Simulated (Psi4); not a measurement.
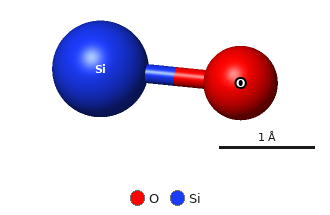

*The structure as given in the input (ball-and-stick view, seen at a tilt).*

Bond lengths as drawn: O–Si 1.51 Å.

SiO: geometry relaxation (part 1 of 3)

The run: geometry relaxation of SiO. Method and program: PBE/def2-SVP, RKS, dispersion D3(BJ) (Psi4 1.11).

The geometry comes from this level: PBE0-D4/def2-TZVP.

### Input (osi.inp)
```
memory 1.6 GB

molecule {
  0 1
  O     -0.640700     0.231500    -0.324000
  Si     0.640700    -0.231500     0.324000
}

set basis def2-SVP
set geom_maxiter 60

energy_value, wavefunction = opt("pbe-d3(bj)", return_wfn=True)
```

Command:
```bash
psi4 -i osi.inp -o osi.out -n 1
```

### The program's output
```
Psi4 1.11 release

gradient() will perform analytic gradient computation.

   => Loading Basis Set <=

    Name: DEF2-SVP
    Role: ORBITAL
    Keyword: BASIS

   => PBE-D3(BJ): Empirical Dispersion <=

        s6 =       1.000000
        s8 =       0.787500
        a1 =       0.428900
        a2 =       4.440700

         ---------------------------------------------------------
                                   SCF
                              RKS Reference
                        1 Threads,   1525 MiB Core
         ---------------------------------------------------------

  ==> Geometry <==

    Molecular point group: c2v
    Full point group: C_inf_v

    Geometry (in Angstrom), charge = 0, multiplicity = 1:

       Center              X                  Y                   Z               Mass
    ------------   -----------------  -----------------  -----------------  -----------------
         O            0.000000000000     0.000000000000    -0.959922532603    15.994914619570
         SI          -0.000000000000    -0.000000000000     0.548805063751    27.976926534650

  Running in c2v symmetry.

  Rotational constants: A = ************  B =      0.72773  C =      0.72773 [cm^-1]
  Rotational constants: A = ************  B =  21816.65947  C =  21816.65947 [MHz]
  Nuclear repulsion =   39.283332351226669

  Charge       = 0
  Multiplicity = 1
  Electrons    = 22
  Nalpha       = 11
  Nbeta        = 11

  ==> Algorithm <==

  SCF Algorithm Type is DF.
  DIIS enabled.
  MOM disabled.
  Fractional occupation disabled.
  Guess Type is SAD.
  Energy threshold   = 1.00e-08
  Density threshold  = 1.00e-08
  Integral threshold = 1.00e-12

  ==> Primary Basis <==

  Basis Set: DEF2-SVP
    Blend: DEF2-SVP
    Number of shells: 14
    Number of basis functions: 32
    Number of Cartesian functions: 34
    Spherical Harmonics?: true
    Max angular momentum: 2

  ==> DFT Potential <==

   => LibXC <=

    Version 7.1.2

   => Composite Functional: PBE-D3BJ2B <=

    PBE GGA Exchange-Correlation Functional

    Deriv               =              1
    GGA                 =           TRUE
    Meta                =          FALSE

    Exchange Hybrid     =          FALSE
    MP2 Hybrid          =          FALSE

   => Exchange Functionals <=

    1.0000     XC_GGA_X_PBE

   => Correlation Functionals <=

    1.0000     XC_GGA_C_PBE

   => LibXC Density Thresholds  <==

    XC_GGA_C_PBE:  1.00E-12
    XC_GGA_X_PBE:  1.00E-15

   => Molecular Quadrature <=

    Radial Scheme          =       TREUTLER
    Pruning Scheme         =           NONE
    Nuclear Scheme         =       TREUTLER

    Blocking Scheme        =         OCTREE
    BS radius alpha        =              1
    Pruning alpha          =              1
    Radial Points          =             75
    Spherical Points       =            302
    Total Points           =          42695
    Total Blocks           =            397
    Max Points             =            256
    Max Functions          =             32
    Weights Tolerance      =       1.00E-15

   => Loading Basis Set <=

    Name: (DEF2-SVP AUX)
    Role: JKFIT
    Keyword: DF_BASIS_SCF

  ==> Integral Setup <==

  DFHelper Memory: AOs need 0.002 GiB; user supplied 1.082 GiB.
  SCF_SUBTYPE=INCORE selected. In-core MEM_DF algorithm will be used.
  Using in-core AOs.

  ==> MemDFJK: Density-Fitted J/K Matrices <==

    J tasked:                   Yes
    K tasked:                    No
    wK tasked:                   No
    Memory [MiB]:              1107
    Algorithm:                 Core
    Schwarz Cutoff:           1E-12
    Mask sparsity (%):       0.1953
    Fitting Condition:        1E-10

   => Auxiliary Basis Set <=

  Basis Set: (DEF2-SVP AUX)
    Blend: DEF2-UNIVERSAL-JKFIT
    Number of shells: 63
    Number of basis functions: 205
    Number of Cartesian functions: 248
    Spherical Harmonics?: true
    Max angular momentum: 4

  Cached 100.0% of DFT collocation blocks in 0.036 [GiB].

  Minimum eigenvalue in the overlap matrix is 2.6531354499E-02.
  Reciprocal condition number of the overlap matrix is 8.3348846122E-03.
    Using symmetric orthogonalization.

  ==> Pre-Iterations <==

  SCF Guess: Superposition of Atomic Densities via on-the-fly atomic UHF (no occupation information).

   -------------------------
    Irrep   Nso     Nmo
   -------------------------
     A1        16      16
     A2         2       2
     B1         7       7
     B2         7       7
   -------------------------
    Total      32      32
   -------------------------

  ==> Iterations <==

                           Total Energy        Delta E     RMS |[F,P]|

   @DF-RKS iter SAD:  -363.89963516441281   -3.63900e+02   0.00000e+00
   @DF-RKS iter   1:  -364.01161292537472   -1.11978e-01   4.58483e-02 DIIS/ADIIS
   @DF-RKS iter   2:  -358.99098913647720    5.02062e+00   1.30382e-01 ADIIS
   @DF-RKS iter   3:  -363.58288780420168   -4.59190e+00   6.81120e-02 DIIS/ADIIS
   @DF-RKS iter   4:  -364.32809134510575   -7.45204e-01   1.05860e-02 DIIS/ADIIS
   @DF-RKS iter   5:  -364.34261822482358   -1.45269e-02   1.68257e-03 DIIS/ADIIS
   @DF-RKS iter   6:  -364.34315423166970   -5.36007e-04   4.46861e-04 DIIS/ADIIS
   @DF-RKS iter   7:  -364.34318590060053   -3.16689e-05   5.97332e-05 DIIS
   @DF-RKS iter   8:  -364.34318660314000   -7.02539e-07   5.12850e-06 DIIS
   @DF-RKS iter   9:  -364.34318660764143   -4.50143e-09   3.21535e-07 DIIS
   @DF-RKS iter  10:  -364.34318660765547   -1.40403e-11   2.80640e-08 DIIS
   @DF-RKS iter  11:  -364.34318660765558   -1.13687e-13   4.48453e-09 DIIS
  Energy and wave function converged.

  ==> Post-Iterations <==

   Electrons on quadrature grid:
      Ntotal   =   22.0000049723 ; deviation = 4.972e-06

    Orbital Energies [Eh]
    ---------------------

    Doubly Occupied:

       1A1   -65.424598     2A1   -18.746330     3A1    -5.084807
       1B1    -3.500998     1B2    -3.500998     4A1    -3.494802
       5A1    -0.847309     6A1    -0.384128     2B2    -0.294068
       2B1    -0.294068     7A1    -0.266844

    Virtual:

       3B2    -0.092534     3B1    -0.092534     8A1     0.030595
       9A1     0.160735     4B1     0.362577     4B2     0.362577
       1A2     0.396682    10A1     0.396683    11A1     0.421057
       5B2     0.486643     5B1     0.486643    12A1     0.775438
       6B2     0.967189     6B1     0.967189    13A1     1.038816
      14A1     1.154768    15A1     2.544732     2A2     2.544754
       7B2     2.690312     7B1     2.690312    16A1     3.155085

    Final Occupation by Irrep:
             A1    A2    B1    B2
    DOCC [     7,    0,    2,    2 ]
    NA   [     7,    0,    2,    2 ]
    NB   [     7,    0,    2,    2 ]

  @DF-RKS Final Energy:  -364.34318660765558

   => Energetics <=

    Nuclear Repulsion Energy =             39.2833323512266688
    One-Electron Energy =                -582.8172850283235675
    Two-Electron Energy =                 208.4090128061726830
    DFT Exchange-Correlation Energy =     -29.2175908786278526
    Empirical Dispersion Energy =          -0.0006558581035061
    VV10 Nonlocal Energy =                  0.0000000000000000
    Total Energy =                       -364.3431866076555821

Computation Completed

Properties will be evaluated at   0.000000,   0.000000,   0.000000 [a0]

Properties computed using the SCF density matrix

 Multipole Moments:

 ------------------------------------------------------------------------------------
     Multipole            Electronic (a.u.)      Nuclear  (a.u.)        Total (a.u.)
 ------------------------------------------------------------------------------------

 L = 1.  Multiply by 2.5417464519 to convert [e a0] to [Debye]
 Dipole X            :          0.0000000           -0.0000000           -0.0000000
 Dipole Y            :          0.0000000            0.0000000            0.0000000
 Dipole Z            :          0.9064877            0.0073522            0.9138400
 Magnitude           :                                                    0.9138400

 ------------------------------------------------------------------------------------

	total time  =          2 seconds =       0.03 minutes

         ------------------------------------------------------------
                                   SCF GRAD
         ------------------------------------------------------------

  ==> Geometry <==

    Molecular point group: c2v
    Full point group: C_inf_v

    Geometry (in Angstrom), charge = 0, multiplicity = 1:

       Center              X                  Y                   Z               Mass
    ------------   -----------------  -----------------  -----------------  -----------------
         O            0.000000000000    -0.000000000000    -0.959922532603    15.994914619570
         SI          -0.000000000000     0.000000000000     0.548805063751    27.976926534650

  Nuclear repulsion =   39.283332351226669

  ==> Basis Set <==

  Basis Set: DEF2-SVP
    Blend: DEF2-SVP
    Number of shells: 14
    Number of basis functions: 32
    Number of Cartesian functions: 34
    Spherical Harmonics?: true
    Max angular momentum: 2

  ==> DFJKGrad: Density-Fitted SCF Gradients <==

    Gradient:                    1
    J tasked:                  Yes
    K tasked:                   No
    wK tasked:                  No
    Integrals threads:           1
    Memory [MiB]:             1144
    Schwarz Cutoff:          1E-12
    Fitting Condition:       1E-10

   => Auxiliary Basis Set <=

  Basis Set: (DEF2-SVP AUX)
    Blend: DEF2-UNIVERSAL-JKFIT
    Number of shells: 63
    Number of basis functions: 205
    Number of Cartesian functions: 248
    Spherical Harmonics?: true
    Max angular momentum: 4

   => Molecular Quadrature <=

    Radial Scheme          =       TREUTLER
    Pruning Scheme         =           NONE
    Nuclear Scheme         =       TREUTLER

    Blocking Scheme        =         OCTREE
    BS radius alpha        =              1
    Pruning alpha          =              1
    Radial Points          =             75
    Spherical Points       =            302
    Total Points           =          42695
    Total Blocks           =            397
    Max Points             =            256
    Max Functions          =             32
    Weights Tolerance      =       1.00E-15

  -Total Gradient:
     Atom            X                  Y                   Z
    ------   -----------------  -----------------  -----------------
       1        0.000000000000    -0.000000000000     0.041061755177
       2       -0.000000000000     0.000000000000    -0.041007866546

	total time  =          0 seconds =       0.00 minutes

    			-----------------------------------------

    			 OPTKING 3.0: for geometry optimizations

    			        with contributions from

    			-----------------------------------------

	                            ===> Fragment 1 <==

	 Z (Atomic Numbers)          Masses                          Geom
	       8.000000            15.994915          0.00000000 -0.00000000 -1.81399069
	      14.000000            27.976927         -0.00000000  0.00000000  1.03709127

	 - Coordinate -           - BOHR/RAD -       - ANG/DEG -
	 R(1,2)           =         2.851082           1.508728

	        --- Internal Coordinate Step in ANG or DEG, aJ/ANG or AJ/DEG ---
	-------------------------------------------------------------------------------
	           Coordinate      Previous         Force          Change          New
	           ----------      --------        ------          ------        ------
	               R(1,2)       1.50873        0.33807        0.02931       1.53804
	-------------------------------------------------------------------------------

	                                 ==> Convergence Check <==

	Measures of convergence in internal coordinates in au.

	Criteria marked as inactive (o), active & met (*), and active & unmet ( ).

	----------------------------------------------------------------------------------------------~
	   Step    Total Energy     Delta E     Max Force     RMS Force      Max Disp      RMS Disp   ~
	----------------------------------------------------------------------------------------------~
	  Convergence Criteria     1.00e-06 *    3.00e-04 *             o    1.20e-03 *             o~
	----------------------------------------------------------------------------------------------~
	     1    -364.34318661   -3.64e+02      4.10e-02      4.10e-02 o    5.54e-02      5.54e-02 o  ~
	----------------------------------------------------------------------------------------------

Next Geometry in Ang
	Fragment 1 (Ang)

	    O   0.0000000000  -0.0000000000  -0.9745778532
	   Si  -0.0000000000   0.0000000000   0.5634603843

    Structure for next step:
    Molecular point group: c2v
    Full point group: C_inf_v

    Geometry (in Angstrom), charge = 0, multiplicity = 1:

    O           -0.000000000000    -0.000000000000    -0.978571323114
    SI           0.000000000000     0.000000000000     0.559466914387

gradient() will perform analytic gradient computation.

  ==> Geometry <==

    Molecular point group: c2v
    Full point group: C_inf_v

    Geometry (in Angstrom), charge = 0, multiplicity = 1:
```
